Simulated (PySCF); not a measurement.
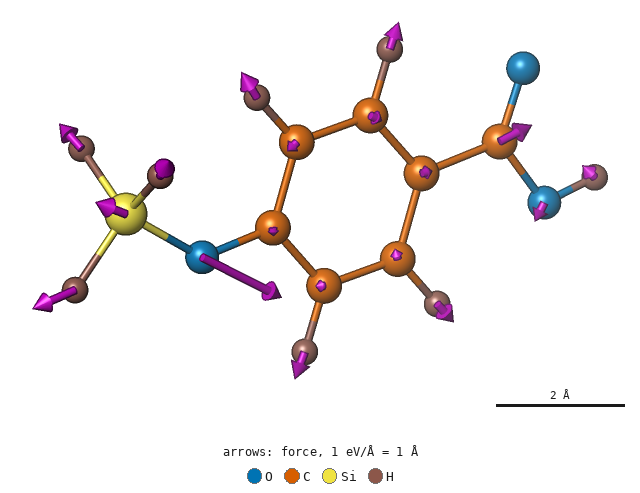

Starting geometry of C7H8O3Si with the computed forces as purple arrows. Style: ball-and-stick. Shown at a tilt.

The start comes from GFN2-xTB.

Level of theory: PBE0-D3(BJ)/def2-SVP geometry optimisation, gas phase (PySCF 2.14.0, density-fitted response routines). 

### Is this structure relaxed? If not, where do the atoms go?

It isn't relaxed: the largest force vector, on an O atom, is 1.68 eV/Å. The final displacements have little in common with the starting forces (cosine between the two patterns 0.26). The energy falls by 0.146 eV in 10 geometry steps. The atom that moves furthest after the best rigid fit is an H atom (0.27 Å). Largest moves by element: H 0.27 Å, O 0.11 Å, C 0.08 Å, Si 0.04 Å. Some distances before and after: O–Si 1.631 → 1.684 Å, H–Si 1.453 → 1.484 Å, C–H 1.079 → 1.093 Å, C–C 1.378 → 1.386 Å. Bond angles that change, for instance: O–Si–H 98.7° → 104.8°, C–O–Si 134.6° → 128.7°, C–O–H 109.3° → 106.0°.
